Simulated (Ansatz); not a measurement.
**A hypothetical structure for BaTi2Ga2**

This structure for BaTi2Ga2 is made up. Its elements were placed in a known structure type with a cell scaled to their sizes. What cell does the guess relax to, and how far off was it?

Method: DFT, PBE, plane-wave PAW, files of the set soft_1, scalar-relativistic, no spin, cell and ions relaxed at zero pressure; PAW set soft_1, in the first sound run; inputs show where later runs differ, in Ansatz 0.2.0.

## 1. The starting structure

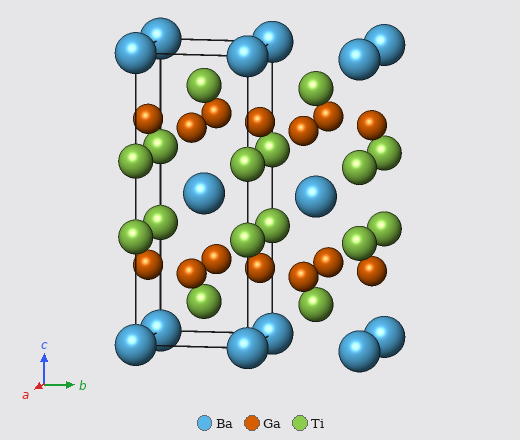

The cell as given, slightly off an axis (barium blue, gallium orange, titanium green). 1×2×1 cells are drawn. This picture shows the conventional cell, with its axes. Some periodic images of atoms are drawn too.

## 2. Relaxation of the guess

The guess takes its coordinates from another compound and its volume from a rule, so the cell and any free coordinates are relaxed together.

Contents of input.yaml:

```yaml
crystal:
  lattice:
    - [-2.1165, 2.1165, 5.437]
    - [2.1165, -2.1165, 5.437]
    - [2.1165, 2.1165, -5.437]
  atoms:
    - { symbol: Ba, position: [0.0, 0.0, 0.0] }
    - { symbol: Ga, position: [0.25, 0.75, 0.5] }
    - { symbol: Ga, position: [0.75, 0.25, 0.5] }
    - { symbol: Ti, position: [0.6299, 0.6299, 0.0] }
    - { symbol: Ti, position: [0.3701, 0.3701, 0.0] }
kpoints:
  mp_grid: { grid: [9, 9, 9] }
scf:
  occupations: { method: fermi_dirac, width: 0.05 }
hamiltonian:
  xc: pbe
  pseudopotentials: { kind: paw, azcp: { folder: soft_1 } }
relax:
  f_tol: 0.015
  max_steps: 70
  cell: {}
output:
  forces: true
  stress: true
```

Command:

```sh
ansatz run input.yaml --threads 4 --pin off --max-ram 10240MiB --backend cpu --events-out ev --progress --plain --runs-dir out
```

Numbers of over 12 decimals in the logs are rounded to 6 here.

Log:

```text
basis.fft_grid_basis auto: the FFT boxes are laid along the combinations [[1, 0, 1], [0, 1, 1], [0, 0, 1]] of the cell's own vectors, 4.233, 4.233 and 6.206 Å long. The dense box has 30×30×45 points. Along the cell's own vectors, as sized, it would have 45×45×45, 2.25 times as many. Of the 16 symmetry operations that the crystal satisfies within crystal.symmetry.tolerance (time reversal apart; of a slab, those that k [...]
Engine: ansatz 0.2.0, x86_64-unknown-linux-gnu
Pseudopotentials: kind: paw
Pseudopotential: Ba, paw, valence charge 10, recommended cutoff 420 eV (normal), soft_1/Ba.paw.azcp
Pseudopotential: Ga, paw, valence charge 13, recommended cutoff 420 eV (normal), soft_1/Ga.paw.azcp
Pseudopotential: Ti, paw, valence charge 12, recommended cutoff 420 eV (normal), soft_1/Ti.paw.azcp
Functional definition: PBE
  parameter kappa = 0.804
  parameter beta = 0.066725
  exchange = pbe_x(kappa = kappa, mu = beta*pi^2/3)
  correlation = pbe_c(beta = beta)
Crystal: 5 atoms, lattice volume = 97.422 Å³
Basis set: ecut = 420 eV, 1915 PW (Γ), FFT grids on a1+a3, a2+a3, a3, exchange–correlation on 60×60×90 points (8 copies of the dense FFT grid, shifted against one another)
Bands: 36, of which v1, the nominal top of the filled ones, is band 30 counted from 1 (29 counted from 0)
Symmetry: 16 space group operations
Space group: I4/mmm (ITA 139), of the structure as read, at distance tolerance 4.6e-5 Å
k-points: 75 of 729
Non-local potential: Ba, projectors of the file, l = 0: 3, l = 1: 2, l = 2: 2, l = 3: 2
Non-local potential: Ga, projectors of the file, l = 0: 2, l = 1: 2, l = 2: 3, l = 3: 1
Non-local potential: Ti, projectors of the file, l = 0: 3, l = 1: 2, l = 2: 3, l = 3: 1
PAW form: soft (Blöchl's): semilocal exchange-correlation on the pseudo side does not see the compensation charge
PAW one-centre angular grid: Ba, 194 points (default); XC on 64 Gauss nodes
PAW one-centre angular grid: Ga, 590 points (default); XC on 64 Gauss nodes
PAW one-centre angular grid: Ti, 590 points (default); XC on 64 Gauss nodes
Initial density: superposition of atomic densities (chi_scale 0.1, normalization cell, long waves kept (reshape's long-wave potential 0.00 eV rms))
Initial wavefunctions: pseudopotential atomic-orbital guess
Functional: x = pbe(κ = 0.804, μ = 0.219515), c = pbe(β = 0.066725)
SCF iter   1: F=—  HF=-18515.219911 eV  |F-HF|=—  |Δ(HF+E_count)|=         —  Δρ=5.52e-2  dr2=6.83e0  ethr=3.10e-3  ⟨swp⟩=6.8  Hψ=10535  notcnv=0
preconditioner: auto → Kerker (q_TF=auto, 2.517 Å⁻¹)  [metal: Δε(μ)=0.015 eV  Ē_g=9.324 eV  σ=0.050 eV  W_gap=0.07  n_scr=32 (ndim 8)  ℏωp=24.4 eV  f_vac=0.000  D(μ)=4.30/eV (n_scr^D=32)]
SCF iter   2: F=—  HF=-18513.988977 eV  |F-HF|=—  |Δ(HF+E_count)|=    1.23e0  Δρ=2.46e-2  dr2=1.75e0  ethr=3.10e-3  ⟨swp⟩=2.7  Hψ=5439  notcnv=0
SCF iter   3: F=—  HF=-18513.690116 eV  |F-HF|=—  |Δ(HF+E_count)|=   2.99e-1  Δρ=1.38e-2  dr2=5.24e-1  ethr=2.91e-3  ⟨swp⟩=2.0  Hψ=4726  notcnv=0
SCF iter   4: F=—  HF=-18513.593327 eV  |F-HF|=—  |Δ(HF+E_count)|=   9.68e-2  Δρ=4.89e-3  dr2=2.07e-2  ethr=8.73e-4  ⟨swp⟩=2.8  Hψ=5121  notcnv=0
SCF iter   5: F=—  HF=-18513.597109 eV  |F-HF|=—  |Δ(HF+E_count)|=   3.78e-3  Δρ=1.55e-3  dr2=1.71e-3  ethr=3.45e-5  ⟨swp⟩=2.0  Hψ=4999  notcnv=0
SCF iter   6: F=—  HF=-18513.596735 eV  |F-HF|=—  |Δ(HF+E_count)|=   3.74e-4  Δρ=3.15e-4  dr2=8.12e-5  ethr=2.85e-6  ⟨swp⟩=2.1  Hψ=4200  notcnv=0
SCF iter   7: F=—  HF=-18513.596772 eV  |F-HF|=—  |Δ(HF+E_count)|=   3.74e-5  Δρ=1.05e-4  dr2=1.28e-5  ethr=1.35e-7  ⟨swp⟩=2.0  Hψ=4253  notcnv=0
SCF iter   8: F=—  HF=-18513.596772 eV  |F-HF|=—  |Δ(HF+E_count)|=   1.29e-7  Δρ=2.75e-5  dr2=5.53e-7  ethr=2.13e-8  ⟨swp⟩=2.0  Hψ=3380  notcnv=0
SCF iter   9: F=-18513.596772 eV  HF=-18513.596772 eV  |F-HF|=1.70e-8  |Δ(HF+E_count)|=   4.74e-8  Δρ=8.62e-6  dr2=8.41e-8  ethr=1.67e-10  ⟨swp⟩=4.0  Hψ=9702  notcnv=0
SCF 1 converged in 9 iterations: F = -18513.596772 eV  dr2 = 8.41e-8
  greatest PAW one-centre occupation: 0.999 electrons in one spin orbital (limit 2), on the Ti atom at site 4 (counted from 0), in its partial waves of l = 0
relax step   1: F+E_penalty+E_count = -18513.59677241 eV  Δ(F+E_penalty+E_count) = +0.000e0 eV  max|allowed force component| = 7.480e-1 eV/Å  Δτ_max = 0.0000 Å  P = +16.262 GPa  Ω = 97.422 Å³  (9 SCF iters, dr2 threshold 1.00e-7 eV, accepted)
Crystal: 5 atoms, lattice volume = 111.753 Å³
Basis set: ecut = 420 eV, 2187 PW (Γ), FFT grids on a1+a3, a2+a3, a3, exchange–correlation on 60×60×90 points (8 copies of the dense FFT grid, shifted against one another)
Initial density: handed on by an earlier stage of this run
Initial wavefunctions: those handed on with the density
iter 1 solved again at ethr=4.67e-4 eV; its pass at ethr=3.10e-3 eV (dr2=2.80e-1 eV) is discarded
SCF iter   1: F=—  HF=-18514.502911 eV  |F-HF|=—  |Δ(HF+E_count)|=         —  Δρ=9.18e-3  dr2=2.80e-1  ethr=4.67e-4  ⟨swp⟩=1.0  Hψ=15537  notcnv=0
preconditioner: auto → Kerker (q_TF=auto, 2.460 Å⁻¹)  [metal: Δε(μ)=0.014 eV  Ē_g=10.744 eV  σ=0.050 eV  W_gap=0.07  n_scr=32 (ndim 8)  ℏωp=22.8 eV  f_vac=0.000  D(μ)=4.76/eV (n_scr^D=32)]
SCF iter   2: F=—  HF=-18514.464967 eV  |F-HF|=—  |Δ(HF+E_count)|=   3.79e-2  Δρ=4.63e-3  dr2=9.15e-2  ethr=4.66e-4  ⟨swp⟩=2.5  Hψ=3545  notcnv=0
SCF iter   3: F=—  HF=-18514.449191 eV  |F-HF|=—  |Δ(HF+E_count)|=   1.58e-2  Δρ=2.36e-3  dr2=1.23e-2  ethr=1.53e-4  ⟨swp⟩=2.0  Hψ=4717  notcnv=0
SCF iter   4: F=—  HF=-18514.443747 eV  |F-HF|=—  |Δ(HF+E_count)|=   5.44e-3  Δρ=7.91e-4  dr2=7.79e-4  ethr=2.05e-5  ⟨swp⟩=2.0  Hψ=4636  notcnv=0
SCF iter   5: F=—  HF=-18514.443891 eV  |F-HF|=—  |Δ(HF+E_count)|=   1.44e-4  Δρ=2.13e-4  dr2=9.51e-5  ethr=1.30e-6  ⟨swp⟩=2.0  Hψ=4366  notcnv=0
SCF iter   6: F=—  HF=-18514.443842 eV  |F-HF|=—  |Δ(HF+E_count)|=   4.89e-5  Δρ=7.41e-5  dr2=9.25e-6  ethr=1.59e-7  ⟨swp⟩=2.4  Hψ=4785  notcnv=0
SCF iter   7: F=—  HF=-18514.443844 eV  |F-HF|=—  |Δ(HF+E_count)|=   2.03e-6  Δρ=3.13e-5  dr2=1.83e-6  ethr=1.54e-8  ⟨swp⟩=2.0  Hψ=4408  notcnv=0
SCF iter   8: F=-18514.443844 eV  HF=-18514.443844 eV  |F-HF|=4.18e-8  |Δ(HF+E_count)|=   1.32e-7  Δρ=9.90e-6  dr2=9.18e-8  ethr=8.33e-10  ⟨swp⟩=5.0  Hψ=10519  notcnv=0
SCF 2 converged in 8 iterations: F = -18514.443844 eV  dr2 = 9.18e-8
relax step   2: F+E_penalty+E_count = -18514.44384377 eV  Δ(F+E_penalty+E_count) = -8.471e-1 eV  max|allowed force component| = 1.313e-1 eV/Å  Δτ_max = 0.0359 Å  P = +4.619 GPa  Ω = 111.753 Å³  energy of the carried Pulay correction = -3.525e-3 eV  (8 SCF iters, dr2 threshold 5.00e-7 eV, accepted)
Crystal: 5 atoms, lattice volume = 119.944 Å³
[...]
SCF iter   2: F=—  HF=-18514.631563 eV  |F-HF|=—  |Δ(HF+E_count)|=   1.68e-2  Δρ=3.20e-3  dr2=5.06e-2  ethr=2.12e-4  ⟨swp⟩=2.1  Hψ=2955  notcnv=0
SCF iter   3: F=—  HF=-18514.624066 eV  |F-HF|=—  |Δ(HF+E_count)|=   7.50e-3  Δρ=1.60e-3  dr2=4.07e-3  ethr=8.44e-5  ⟨swp⟩=2.0  Hψ=4589  notcnv=0
SCF iter   4: F=—  HF=-18514.621212 eV  |F-HF|=—  |Δ(HF+E_count)|=   2.85e-3  Δρ=5.48e-4  dr2=4.10e-4  ethr=6.78e-6  ⟨swp⟩=2.6  Hψ=5026  notcnv=0
SCF iter   5: F=—  HF=-18514.621235 eV  |F-HF|=—  |Δ(HF+E_count)|=   2.33e-5  Δρ=2.19e-4  dr2=1.04e-4  ethr=6.83e-7  ⟨swp⟩=2.0  Hψ=4136  notcnv=0
SCF iter   6: F=—  HF=-18514.621216 eV  |F-HF|=—  |Δ(HF+E_count)|=   1.90e-5  Δρ=6.49e-5  dr2=6.91e-6  ethr=1.74e-7  ⟨swp⟩=2.0  Hψ=3794  notcnv=0
SCF iter   7: F=—  HF=-18514.621218 eV  |F-HF|=—  |Δ(HF+E_count)|=   1.77e-6  Δρ=3.16e-5  dr2=1.51e-6  ethr=1.15e-8  ⟨swp⟩=2.0  Hψ=4634  notcnv=0
SCF iter   8: F=-18514.621218 eV  HF=-18514.621218 eV  |F-HF|=3.24e-8  |Δ(HF+E_count)|=   1.32e-8  Δρ=9.71e-6  dr2=1.24e-7  ethr=8.33e-10  ⟨swp⟩=5.0  Hψ=10834  notcnv=0
SCF 3 converged in 8 iterations: F = -18514.621218 eV  dr2 = 1.24e-7
relax step   3: F+E_penalty+E_count = -18514.62121791 eV  Δ(F+E_penalty+E_count) = -1.774e-1 eV  max|allowed force component| = 2.474e-1 eV/Å  Δτ_max = 0.0371 Å  P = +0.621 GPa  Ω = 119.944 Å³  energy of the carried Pulay correction = -5.333e-3 eV  (8 SCF iters, dr2 threshold 5.00e-7 eV, accepted)
[... from here on, the SCF cycles and remarks between the steps are left out ...]
relax step   4: F+E_penalty+E_count = -18514.70388115 eV  Δ(F+E_penalty+E_count) = -8.266e-2 eV  max|allowed force component| = 3.054e-1 eV/Å  Δτ_max = 0.1126 Å  P = -1.296 GPa  Ω = 126.151 Å³  energy of the carried Pulay correction = -6.616e-3 eV  (8 SCF iters, dr2 threshold 5.00e-7 eV, accepted)
relax step   5: F+E_penalty+E_count = -18514.74855943 eV  Δ(F+E_penalty+E_count) = -4.468e-2 eV  max|allowed force component| = 1.485e-1 eV/Å  Δτ_max = 0.1387 Å  P = -1.607 GPa  Ω = 128.893 Å³  energy of the carried Pulay correction = -7.161e-3 eV  (8 SCF iters, dr2 threshold 5.00e-7 eV, accepted)
relax step   6: F+E_penalty+E_count = -18514.76688995 eV  Δ(F+E_penalty+E_count) = -1.833e-2 eV  max|allowed force component| = 1.035e-2 eV/Å  Δτ_max = 0.0207 Å  P = -0.319 GPa  Ω = 126.773 Å³  energy of the carried Pulay correction = -6.741e-3 eV  (7 SCF iters, dr2 threshold 5.00e-7 eV, accepted)
relax step   7: F+E_penalty+E_count = -18514.76789101 eV  Δ(F+E_penalty+E_count) = -1.001e-3 eV  max|allowed force component| = 8.361e-3 eV/Å  Δτ_max = 0.0007 Å  P = -0.048 GPa  Ω = 126.153 Å³  energy of the carried Pulay correction = -6.616e-3 eV  (6 SCF iters, dr2 threshold 4.28e-7 eV, accepted)
relax step   8: F+E_penalty+E_count = -18514.76805195 eV  Δ(F+E_penalty+E_count) = -1.609e-4 eV  max|allowed force component| = 1.358e-3 eV/Å  Δτ_max = 0.0057 Å  P = +0.008 GPa  Ω = 125.878 Å³  energy of the carried Pulay correction = -6.561e-3 eV  (7 SCF iters, dr2 threshold 2.54e-8 eV, accepted)
relax step   9: F+E_penalty+E_count = -18514.79280059 eV  Δ(F+E_penalty+E_count) = -2.475e-2 eV  max|allowed force component| = 1.976e-3 eV/Å  Δτ_max = 0.0000 Å  P = +0.400 GPa  Ω = 125.878 Å³  stress off target by 5.67e-1 GPa  SCF on the basis re-selected at this cell (its energy is not comparable with the rows above)  (9 SCF iters)
relax step  10: F+E_penalty+E_count = -18514.79537194 eV  Δ(F+E_penalty+E_count) = -2.571e-3 eV  max|allowed force component| = 4.244e-3 eV/Å  Δτ_max = 0.0194 Å  P = +0.013 GPa  Ω = 127.062 Å³  energy of the carried Pulay correction = -2.023e-4 eV  (7 SCF iters, dr2 threshold 5.00e-7 eV, accepted)
iter 1 solved again at ethr=2.18e-7 eV; its pass at ethr=3.10e-3 eV (dr2=1.31e-4 eV) is discarded
SCF iter   1: F=—  HF=-18514.795296 eV  |F-HF|=—  |Δ(HF+E_count)|=         —  Δρ=1.77e-4  dr2=9.22e-7  ethr=2.18e-7  ⟨swp⟩=3.0  Hψ=16655  notcnv=0
preconditioner: auto → Kerker (q_TF=auto, 2.408 Å⁻¹)  [metal: Δε(μ)=0.013 eV  Ē_g=10.304 eV  σ=0.050 eV  W_gap=0.07  n_scr=32 (ndim 8)  ℏωp=21.3 eV  f_vac=0.000  D(μ)=3.86/eV (n_scr^D=32)]
SCF iter   2: F=—  HF=-18514.795496 eV  |F-HF|=—  |Δ(HF+E_count)|=   2.00e-4  Δρ=9.04e-5  dr2=3.02e-7  ethr=1.54e-9  ⟨swp⟩=2.0  Hψ=4090  notcnv=0
SCF iter   3: F=—  HF=-18514.795564 eV  |F-HF|=—  |Δ(HF+E_count)|=   6.82e-5  Δρ=1.16e-5  dr2=1.79e-8  ethr=5.03e-10  ⟨swp⟩=2.1  Hψ=3981  notcnv=0
SCF iter   4: F=—  HF=-18514.795565 eV  |F-HF|=—  |Δ(HF+E_count)|=   1.00e-6  Δρ=2.13e-6  dr2=3.46e-9  ethr=2.98e-11  ⟨swp⟩=2.0  Hψ=4257  notcnv=0
SCF iter   5: F=—  HF=-18514.795565 eV  |F-HF|=—  |Δ(HF+E_count)|=   2.44e-8  Δρ=6.76e-7  dr2=8.85e-10  ethr=5.76e-12  ⟨swp⟩=2.0  Hψ=4256  notcnv=0
SCF iter   6: F=—  HF=-18514.795565 eV  |F-HF|=—  |Δ(HF+E_count)|=  2.51e-10  Δρ=3.14e-7  dr2=2.26e-10  ethr=1.47e-12  ⟨swp⟩=3.0  Hψ=4992  notcnv=0
SCF iter   7: F=-18514.795565 eV  HF=-18514.795565 eV  |F-HF|=1.46e-11  |Δ(HF+E_count)|=  2.91e-11  Δρ=7.75e-8  dr2=1.40e-11  ethr=1.00e-12  ⟨swp⟩=3.0  Hψ=9559  notcnv=0
SCF 11 converged in 7 iterations: F = -18514.795565 eV  dr2 = 1.40e-11
relax step  11: F+E_penalty+E_count = -18514.79556504 eV  Δ(F+E_penalty+E_count) = -1.931e-4 eV  max|allowed force component| = 4.215e-3 eV/Å  Δτ_max = 0.0000 Å  P = +0.011 GPa  Ω = 127.062 Å³  stress off target by 1.68e-2 GPa  SCF on the basis re-selected at this cell (its energy is not comparable with the rows above)  (7 SCF iters)
basis re-selected at this cell: Δ(F+E_penalty+E_count) = -1.931e-4 eV, ΔP = -0.002 GPa vs the last step (what re-selecting the basis moved, of the pressure what is left beyond the Pulay correction that the steps carried, after the strain that the cell walked since its last selection, with what the two solves' SCF thresholds leave and, on support functions, any second-order correction that the steps lacked; it is no m [...]
SCF converged after 7 iterations
Free energy (F): -18514.795565 eV
Harris-Foulkes:  -18514.795565 eV  (|F-HF|=1.46e-11)
Internal energy: -18514.762966 eV  (E = F + TS)
E sigma→0 (E₀):  -18514.779265 eV
Entropy (-TS):   -0.032599 eV (-6.520 meV/atom)
Fermi energy:    8.973200 eV
--- Per-component energies (eV) ---
  E_band       = -541.674879
  E_kinetic    = 941.995823
  E_local      = -6182.469779  (includes V_loc(G=0)·N_el)
  E_nonlocal   = 23.897341
  E_hartree    = 3194.828209
  E_xc         = -556.236375
  E_vxc        = -529.406827  (∫ρ·V_xc dr)
  E_paw        = -11252.526967  (= ΣΔE_a)
  E_vpaw       = -1185.347207  (= ΣTr[D̂ρ^β])
  E_aug_tail   = -0.000554  (compensation charges beyond the density's cutoff)
  E_ewald      = -4684.250664
  E_smearing   = -0.032599  (= −TS)
  E_closure    = -0.000000  (closes the sum)
  Σ components = -18514.795565   (vs F -18514.795565, Δ=0.00e0)
--- Forces (eV/Å), atoms counted from 1 ---
  atom   1  Ba     0.00000000     0.00000000    -0.00000000
  atom   2  Ga     0.00000000     0.00000000     0.00000000
  atom   3  Ga     0.00000000     0.00000000     0.00000000
  atom   4  Ti     0.00000000    -0.00000000    -0.00421514
  atom   5  Ti    -0.00000000    -0.00000000     0.00421514
  max |Σ_I F_I| component: 2.78e-17 eV/Å
--- Stress (GPa, compression-positive) ---
        0.016801      -0.000000      -0.000000
       -0.000000       0.016801      -0.000000
       -0.000000      -0.000000       0.000632
  P = ⅓ Tr σ = 0.0114 GPa (0.114 kbar)
--- Relaxed structure (9 steps of the walk, 9 accepted, 2 SCFs on fresh bases) ---
  F+E_penalty+E_count = -18514.79556504 eV   max|allowed force component| = 4.215e-3 eV/Å   (the final SCF, on the basis selected at the relaxed cell)
  cell:  # Å, volume = 127.0622 Å³
    - [-2.420910, 2.420910, 5.419997]
    - [2.420910, -2.420910, 5.419997]
    - [2.420910, 2.420910, -5.419997]
  atoms:
    - { symbol: Ba, position: [-5.065060728551004e-19, -5.065060728551006e-19, 0] }
    - { symbol: Ga, position: [0.25, 0.750000, 0.500000] }
    - { symbol: Ga, position: [0.750000, 0.25, 0.500000] }
    - { symbol: Ti, position: [0.662954, 0.662954, 0] }
    - { symbol: Ti, position: [0.337046, 0.337046, 0] }
```

The job ended after 43 s (4 threads of Intel Xeon Platinum 8488C (Sapphire Rapids), shared host; peak memory 0.81 GiB).

Step by step:

| step | energy less that of the first step (eV) | largest force component (eV/Å) | pressure (GPa) | volume (Å³) |
| --- | --- | --- | --- | --- |
| 1 | 0.0000 | 0.7480 | 16.26 | 97.42 |
| 2 | -0.8471 | 0.1313 | 4.62 | 111.75 |
| 3 | -1.0244 | 0.2474 | 0.62 | 119.94 |
| 4 | -1.1071 | 0.3054 | -1.30 | 126.15 |
| 5 | -1.1518 | 0.1485 | -1.61 | 128.89 |
| 6 | -1.1701 | 0.0103 | -0.32 | 126.77 |
| 7 | -1.1711 | 0.0084 | -0.05 | 126.15 |
| 8 | -1.1713 | 0.0014 | 0.01 | 125.88 |
| 9* | -1.1960 | 0.0020 | 0.40 | 125.88 |
| 10 | -1.1986 | 0.0042 | 0.01 | 127.06 |
| 11* | -1.1988 | 0.0042 | 0.01 | 127.06 |

Relaxation steps marked * repeat the geometry before them on a plane-wave basis chosen anew for their cell, so energy and pressure can jump there.

The run keeps the 16 symmetry operations that it works with, so distortions that break them were not tested.

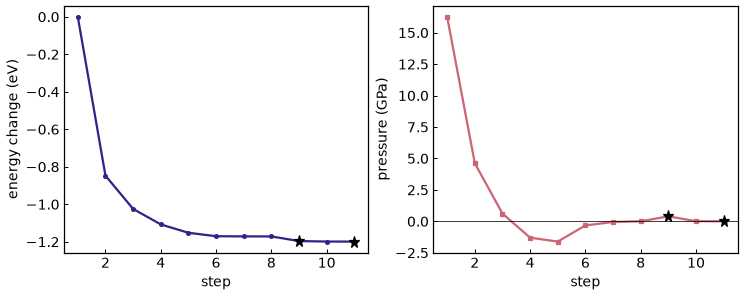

Energy and pressure along the relaxation. Stars mark steps on a basis chosen anew.

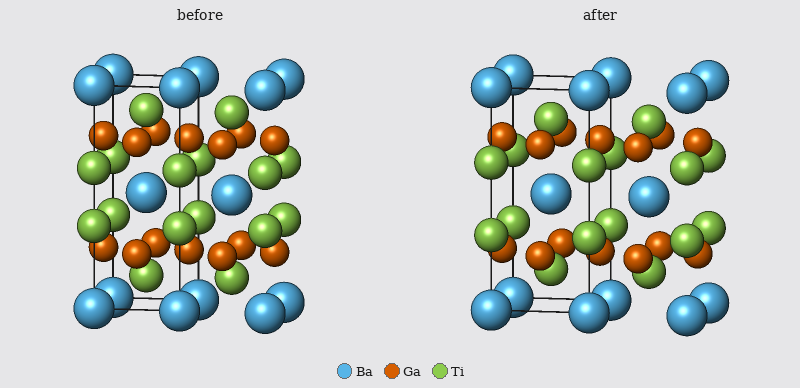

The structure before and after the relaxation, drawn at the same scale.

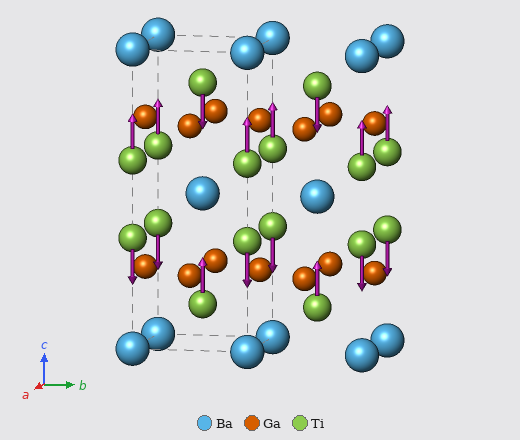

Displacements in the relaxation, exaggerated, measured against the changing cell; the longest in the cell stands for 0.36 Å. 1×2×1 conventional cells are drawn. Some periodic images of atoms are drawn too.

| cell as run | before | after | change |
| --- | --- | --- | --- |
| a (Å) | 6.206 | 6.411 | +3.3 % |
| b (Å) | 6.206 | 6.411 | +3.3 % |
| c (Å) | 6.206 | 6.411 | +3.3 % |
| α (°) | 140.12 | 135.63 | -3.2 % |
| β (°) | 140.12 | 135.63 | -3.2 % |
| γ (°) | 57.67 | 64.56 | +12.0 % |
| volume (Å³/atom) | 19.48 | 25.41 | +30.4 % |

The atoms that moved most (Å, as changes of fractional coordinates times the final cell):

| atom | dx | dy | dz | length |
| --- | --- | --- | --- | --- |
| Ti5 | 0.000 | 0.000 | -0.358 | 0.358 |
| Ti4 | 0.000 | 0.000 | 0.358 | 0.358 |

Final coordinates:

```xyz
5
Lattice="-2.4209 2.4209 5.4200 2.4209 -2.4209 5.4200 2.4209 2.4209 -5.4200" Properties=species:S:1:pos:R:3 pbc="T T T"
Ba    0.0000    0.0000    0.0000
Ga    2.4209    0.0000    2.7100
Ga    0.0000    2.4209    2.7100
Ti    0.0000    0.0000    7.1864
Ti    0.0000    0.0000    3.6536
```

This step gave:

* free energy: -18514.7956 eV
* energy at zero smearing: -18514.7793 eV
* smearing term TS: 0.03260 eV
* Fermi energy: 8.973 eV
* electrons: 60
* symmetry operations: 16
* pressure: 0.01141 GPa

Shortest distances by pair of elements, guess and relaxed (not always the same contact):

| pair | guess (Å) | relaxed (Å) |
| --- | --- | --- |
| Ga–Ti | 2.487 | 2.598 |
| Ga–Ga | 2.993 | 3.424 |
| Ti–Ti | 2.825 | 3.533 |
| Ba–Ga | 3.445 | 3.634 |
| Ba–Ti | 3.310 | 3.654 |

The relaxation ends with a largest force component of 0.0042 eV/Å and a pressure of 0.01 GPa.

(Continued in part 2 of 2.)

[Logs are printed without paths, hosts, clocks, repeated set-up lines and the standing remarks that a program may print on its own settings, such as how far it seeks lower states.]

[Hosts, paths, dates, database ids (printed as entryN), source tags and the programs' standing remarks are cut or masked in the printed files.]
